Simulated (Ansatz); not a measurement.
# A hypothetical structure for MnAg2PbO4, part 2 of 2

This structure for MnAg2PbO4 is made up. Its elements were placed in a known structure type with a cell scaled to their sizes. What cell does the guess relax to, and how far off was it?

Ansatz 0.2.0; DFT, PBE, plane-wave PAW, files of the set soft_1, scalar-relativistic, ferromagnetic start, cell and ions relaxed at zero pressure; PAW set soft_1 (the session's first sound run).

So far: The starting structure; Relaxation of the guess.

## Step 2: Relaxation of the guess (continued)

The shortest distance of each pair, which need not be the same contact before and after:

| pair | guess (Å) | relaxed (Å) |
| --- | --- | --- |
| Mn–O | 2.238 | 1.758 |
| Ag–O | 2.206 | 2.373 |
| O–Pb | 1.884 | 2.455 |
| O–O | 3.053 | 2.848 |
| Ag–Pb | 3.436 | 3.560 |

The relaxation ends with a largest force component of 3.5e-4 eV/Å and a pressure of 0.00 GPa.

## Step 3: Bands of the relaxed cell

A second self-consistent run takes a narrower smearing and the mesh shown in its input; the bands follow along the standard path of the relaxed lattice.

This step: DFT, PBE, plane-wave PAW, files of the set soft_1, scalar-relativistic, ferromagnetic start, bands and density of states at the relaxed cell; PAW set soft_1 (Ansatz 0.2.0).

The input, input.yaml:

```yaml
crystal:
  lattice:
    - [-2.6224189948, 2.6224189948, 4.8159498821]
    - [2.6224189948, -2.6224189948, 4.8159498821]
    - [2.6224189948, 2.6224189948, -4.8159498821]
  atoms:
    - { symbol: Pb, position: [0.0, 0.0, 0.0] }
    - { symbol: Ag, position: [0.75, 0.25, 0.5] }
    - { symbol: Ag, position: [0.25, 0.75, 0.5] }
    - { symbol: Mn, position: [0.5, 0.5, 0.0], spin: 1.9 }
    - { symbol: O, position: [0.5947597489, 0.5947597489, 0.3933596759] }
    - { symbol: O, position: [0.2014000729, 0.2014000729, 0.6066403241] }
    - { symbol: O, position: [0.7985999271, 0.4052402511, 0.0] }
    - { symbol: O, position: [0.4052402511, 0.7985999271, 0.0] }
magnetization:
  spin_polarized: true
kpoints:
  mp_grid: { grid: [8, 8, 8] }
  band_path:
    path:
      - [[0.0, 0.0, 0.0], [0.0, 0.0, 0.5], [-0.14825531, 0.14825531, 0.5], [-0.32412765, 0.32412765, 0.32412765], [0.0, 0.0, 0.0], [0.5, 0.5, -0.5], [0.32412765, 0.67587235, -0.32412765], [0.0, 0.5, 0.0], [0.25, 0.25, 0.25], [0.5, 0.5, -0.14825531], [0.5, 0.5, -0.5]]
      - [[0.0, 0.0, 0.5], [0.25, 0.25, 0.25]]
    npoints: 7
scf:
  occupations: { method: fermi_dirac, width: 0.03 }
  n_extra_bands: 13
hamiltonian:
  xc: pbe
  pseudopotentials: { kind: paw, azcp: { folder: soft_1 } }
output:
  forces: true
  stress: true
  write_bands: true
  dos: { projected: true }
  write_density: true
  write_potential: true
  elf: true
  volumetric_format: npy
```

On the command line:

```console
> ansatz run input.yaml --threads 4 --pin off --max-ram 10240MiB --backend cpu --events-out ev --progress --plain --runs-dir out
```

Numbers of over 12 decimals in the logs are rounded to 6 here.

The log of the run:

```text
[...]
Crystal: 8 atoms, lattice volume = 132.479 Å³
Basis set: ecut = 420 eV, 2577 PW (Γ), exchange–correlation on 90×90×90 points (8 copies of the dense FFT grid, shifted against one another)
Bands: 59, of which v1, the nominal top of the filled ones, is band 46 counted from 1 (45 counted from 0)
Symmetry: 8 space group operations
[...]
k-points: 59 of 512 (time reversal used)
[...]
Starting moments: Σ|m| = 1.9 μB on 1 of 8 sites
[...]
SCF iter   1: F=—  HF=-33256.819345 eV  |F-HF|=—  |Δ(HF+E_count)|=         —  Δρ=6.88e-2 (↑6.88e-2 ↓3.62e-2)  dr2=1.32e1  dr2_m=1.56e0  M=2.994 μB ∫|m|=3.104 μB  β_m=0.30  ethr=3.10e-3  ⟨swp⟩=6.0  Hψ=24645  notcnv=0  defer=6
[...]
SCF iter  17: F=-33255.191789 eV  HF=-33255.191789 eV  |F-HF|=4.00e-8  |Δ(HF+E_count)|=   5.59e-9  Δρ=2.93e-6 (↑2.93e-6 ↓2.51e-6)  dr2=4.41e-8  dr2_m=2.46e-10  M=2.774 μB ∫|m|=2.950 μB  ethr=8.46e-12  ⟨swp⟩=12.6  Hψ=44817  notcnv=0
SCF 1 converged in 17 iterations: F = -33255.191789 eV  dr2 = 4.41e-8
[...]
NSCF: frozen V_eff on 79 k-points
SCF converged after 17 iterations
Magnetization: 2.7740 μB (46.8870 up, 44.1130 down)
Absolute magnetization: 2.9721 μB (∫|ρ↑−ρ↓|, with the PAW one-centre terms)
[...]
Per-site moments (μB) at R_I (Å): [(0.032311, 1.012552), (0.018674, 0.978700), (0.018674, 0.978700), (1.886207, 0.725333), (0.026930, 0.725333), (0.026930, 0.725333), (0.026930, 0.725333), (0.026930, 0.725333)]
Free energy (F): -33255.191789 eV
[...]
Internal energy: -33255.185201 eV  (E = F + TS)
E sigma→0 (E₀):  -33255.188495 eV
Entropy (-TS):   -0.006588 eV (-0.823 meV/atom)
Fermi energy:    9.671071 eV
[...]
--- Forces (eV/Å), atoms counted from 1 ---
  atom   1  Pb     0.00000000     0.00000000     0.00000000
  atom   2  Ag    -0.00000000     0.00000000     0.00000000
  atom   3  Ag    -0.00000000    -0.00000000    -0.00000000
  atom   4  Mn    -0.00000000     0.00000000    -0.00000000
  atom   5  O      0.00380477     0.00380477    -0.00365454
  atom   6  O     -0.00380477    -0.00380477    -0.00365454
  atom   7  O     -0.00380477     0.00380477     0.00365454
  atom   8  O      0.00380477    -0.00380477     0.00365454
  max |Σ_I F_I| component: 8.67e-17 eV/Å
--- Stress (GPa, compression-positive) ---
        0.019321      -0.000000       0.000000
       -0.000000       0.019321      -0.000000
        0.000000      -0.000000       0.006197
  P = ⅓ Tr σ = 0.0149 GPa (0.149 kbar)
--- Band table (eV; the first three rows and the last of 118) ---
  k-point 0 ↑: bands = [... 42 lower, 7.0510, 7.0510, 8.2539, 8.3779, 10.1332, 10.1332, 10.3235, 11.2110, ... 9 higher]
  k-point 1 ↑: bands = [... 42 lower, 7.0916, 7.1639, 8.2672, 8.4327, 10.0266, 10.1118, 10.4202, 11.0290, ... 9 higher]
  k-point 2 ↑: bands = [... 42 lower, 7.2050, 7.4594, 8.3001, 8.5921, 9.8671, 10.0307, 10.2921, 10.9731, ... 9 higher]
  k-point 58 ↓: bands = [... 42 lower, 7.7652, 7.7652, 9.3417, 10.1928, 11.0419, 11.2175, 11.2175, 11.6592, ... 9 higher]
```

Run time: 79 s. Hardware: 4 threads of Arm Neoverse V1, shared host; peak memory 0.97 GiB.

Numbers from this step:

| Quantity | Value |
| --- | --- |
| free energy | -33255.1918 eV |
| energy at zero smearing | -33255.1885 eV |
| smearing term TS | 0.006588 eV |
| Fermi energy | 9.671 eV |
| magnetization | 2.774 μB |
| absolute magnetization | 2.972 μB |
| site moments | 0.03231, 0.01867, 0.01867, 1.886, 0.02693, 0.02693, 0.02693, 0.02693 μB |
| pressure | 0.01495 GPa |

From bands.tsv, the bands that come nearest the Fermi level along the path, at its corners, in eV from the Fermi level:

```tsv
point	band_44_up	band_45_up	band_46_up	band_47_up	band_48_up	band_44_dn	band_45_dn	band_46_dn
Γ	-1.42	-1.29	0.46	0.46	0.65	0.14	0.93	1.54
X	-1.23	-0.66	-0.30	0.08	0.29	0.76	0.90	1.20
Y	-1.09	-0.94	-0.30	-0.08	0.40	0.50	0.75	0.92
S	-1.40	-0.89	-0.54	0.35	0.50	0.16	0.37	0.99
Γ	-1.42	-1.29	0.46	0.46	0.65	0.14	0.93	1.54
Z	-1.71	-1.00	-0.39	0.22	0.22	-0.33	0.52	1.37
S1	-1.40	-0.89	-0.54	0.35	0.50	0.16	0.37	0.99
N	-1.40	-1.17	-0.40	0.42	0.68	0.09	0.55	0.91
P	-1.24	-0.66	-0.12	-0.12	0.39	0.73	1.09	1.09
Y1	-1.09	-0.94	-0.30	-0.08	0.40	0.50	0.75	0.92
Z	-1.71	-1.00	-0.39	0.22	0.22	-0.33	0.52	1.37
X	-1.23	-0.66	-0.30	0.08	0.29	0.76	0.90	1.20
P	-1.24	-0.66	-0.12	-0.12	0.39	0.73	1.09	1.09
```

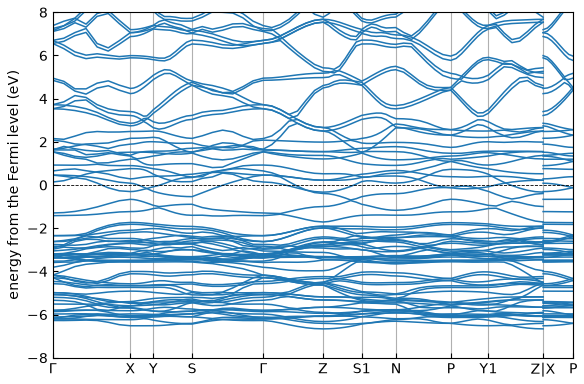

Bands along the path. 44 bands lie wholly below the window drawn.

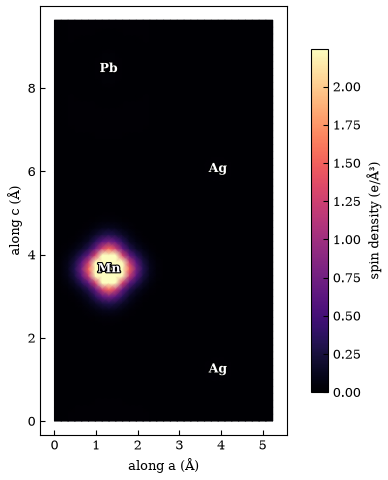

Spin density in the ac plane of the conventional cell at fractional y = 0.000, with atoms of Pb and Ag and Mn within 0.2 Å of it. The map starts off the cell's origin, so that atoms lie inside it.

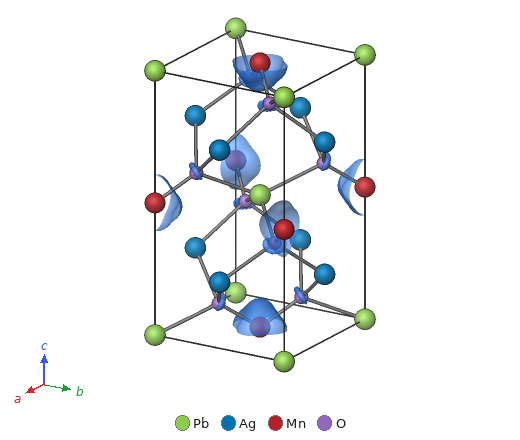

Surface of spin density = 0.1 e/Å³, which holds about 70 % of the integral of its size. Bonds to atoms that aren't drawn are left out.

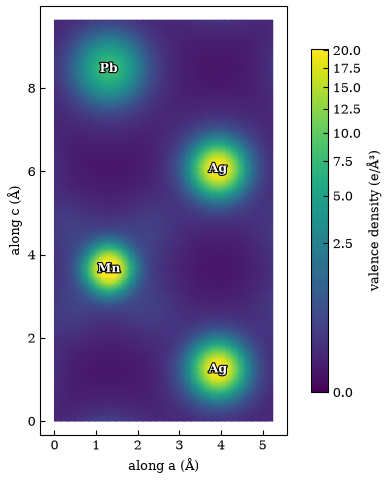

Valence density in the ac plane of the conventional cell at fractional y = 0.000, with atoms of Pb and Ag and Mn within 0.2 Å of it. It is the smooth field of the valence electrons, not physical close to the nuclei. The map starts off the cell's origin, so that atoms lie inside it. The colour scale is stretched toward low values.

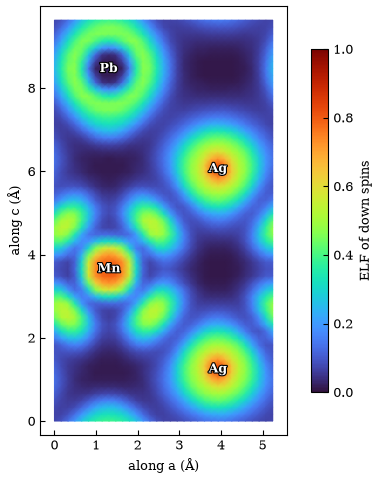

ELF of down spins in the ac plane of the conventional cell at fractional y = 0.000, with atoms of Pb and Ag and Mn within 0.2 Å of it. It is the smooth field of the valence electrons, not physical close to the nuclei. The map starts off the cell's origin, so that atoms lie inside it.

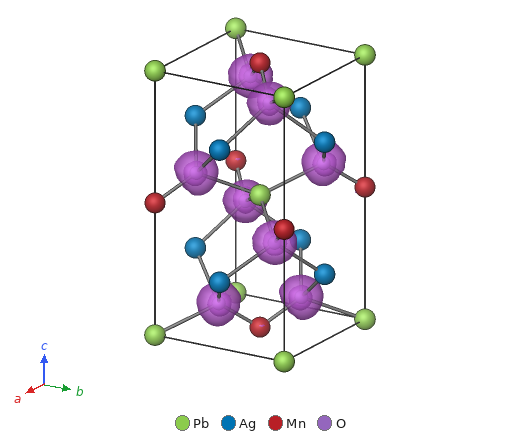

Surface of ELF of down spins = 0.75. Bonds to atoms that aren't drawn are left out.

## Step 4: Summary of results

| Item | Value |
| --- | --- |
| space group, relaxed | I-42m |
| conventional cell | a = 5.245, b = 5.245, c = 9.632 Å; α = 90.0°, β = 90.0°, γ = 90.0° |
| volume per atom | 16.56 Å³ (guess 14.73) |
| total moment | 2.75 μB in the cell of 8 atoms |

MnAg2PbO4 relaxes to I-42m with a = 5.245, b = 5.245 and c = 9.632 Å. The guessed volume was 11 % too small. The space group I-42m was held in the relaxation, so the end point is a stationary structure within it and may be a saddle against distortions or other arrangements. The input starts from parallel moments, and no other start was typed. Bands cross the Fermi level, so it is a metal or semimetal at this level. On the 8×8×8 mesh with the narrower smearing (relaxed on 8×8×8) the largest force component is 0.004 eV/Å and the largest stress component is 0.019 GPa, within the relaxation's thresholds of 0.015 eV/Å and 0.05 GPa. The cutoff wasn't tested. Spin-orbit coupling is left out, which can matter for elements this heavy. No dispersion term is used, so weakly bound directions may come out too long. Nothing here tests whether the compound is stable against decomposition.

[Logs are printed without paths, hosts, clocks, repeated set-up lines and the standing remarks that a program may print on its own settings, such as how far it seeks lower states.]

[Hosts, paths, dates, database ids (printed as entryN), source tags and the programs' standing remarks are cut or masked in the printed files.]
